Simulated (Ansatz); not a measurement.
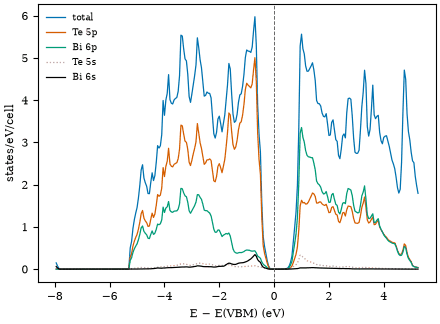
Figure. Total and projected density of states of Bi2Te3 in space group R-3m (No. 166; Bi on 6c, Te on 6c, Te on 3a), PBE+D3(BJ) in the plane-wave PAW code Ansatz

**Question.** Which orbitals carry the states next to the gap?

**Answer.** Top 1 eV of the valence band: Te 5p 83 %, Bi 6p 9 %, Bi 6s 5 %. Bottom 1 eV of the conduction band: Bi 6p 60 %, Te 5p 30 %, Te 5s 6 %. Projections are on Löwdin-orthogonalised atomic valence shells; empty p or d shells of many metals are not among them.

**Question.** Where is the tallest occupied peak in this window, and what makes it?

**Answer.** Near -0.7 eV, about 6.0 states/eV per cell; the largest projected share is Te 5p.

Symmetry was held in the PBE+D3(BJ) relaxation. Spin–orbit coupling is left out wherever it is not named.

Potentials: the earlier of the program's two PAW sets.
